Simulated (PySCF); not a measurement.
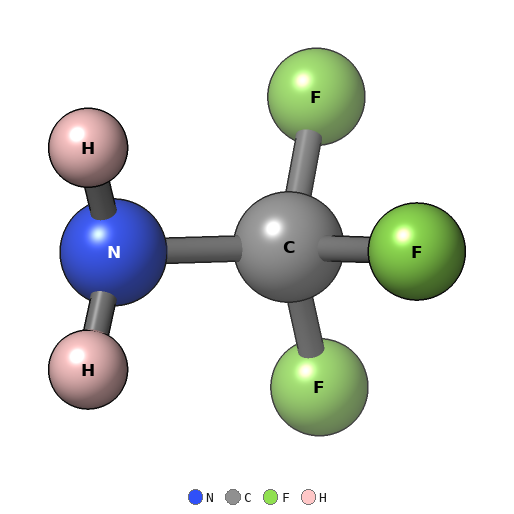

Orthographic view. Distant atoms are faded towards the background colour. The geometry was computed by an optimisation with PBE0-D3(BJ)/def2-TZVP. No frequency run is at hand to confirm it as a minimum.

Give the standard InChI.

InChI=1S/CH2F3N/c2-1(3,4)5/h5H2
